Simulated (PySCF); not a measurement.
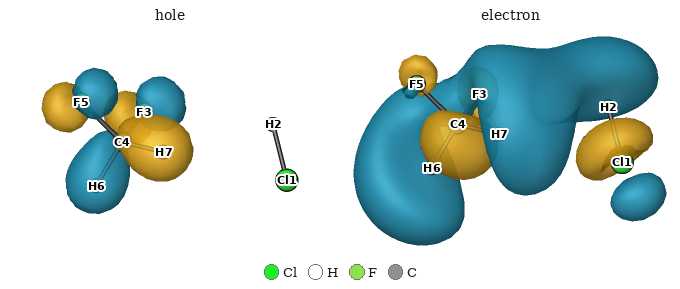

CH$_{3}$ClF$_{2}$, SMILES `Cl.FCF`. Leading natural transition orbital pair of S₃ (TDA singlet states); the surfaces enclose about 70 % of each orbital's density.

Method: ωB97X/def2-SVP; geometry: an unrelaxed start of a pair search; program: PySCF. Without diffuse functions Rydberg states are missing, so the states' numbers hold for this basis only.

### Give its energy and the atoms that hole and electron lie on.

10.68 eV (116 nm), f = 0.110 (bright), partly diffuse acceptor orbital, which a basis without diffuse functions describes poorly; the leading pair carries 96 %; hole on F3 (28 %), C4 (23 %) and F5 (21 %), electron on C4 (23 %), H6 (19 %) and H2 and H7 (17 % each) (atom shares of so diffuse an orbital are rough); their centroids lie 1.0 Å apart. The HOMO–LUMO gap is 14.99 eV.

The PySCF run took 84 s on 1 thread of Intel(R) Xeon(R) Processor @ 2.70GHz (shared host), peak memory 0.46 GiB.
